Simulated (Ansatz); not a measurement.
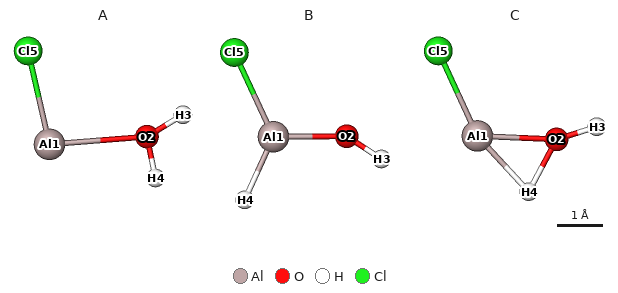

3 geometries from a converged minimum-energy path of AlH2OCl, shuffled. The picture is a ball-and-stick view, seen at a tilt.

Theory: Ansatz 0.2.0, RHF/def2-SVP. Settings: 9 movable images; climbing image; force threshold 0.03 eV/Å; iteration limit 60; starting path through a guess of the saddle point.

Which of them lies highest in energy?

Answer. C. In order along the path, whose images run from 0 to 10: B (image 3, +0.14 eV), C (image 6, +3.94 eV), A (image 8, +1.85 eV). A hydrogen atom shifts from one atom to another. Breaking: Al1–H4 (1.56 → 1.71 at the top → 2.91 Å). Forming: O2–H4 (2.80 → 1.33 at the top → 0.95 Å).

Limits of the set-up: Hartree-Fock leaves out electron correlation.
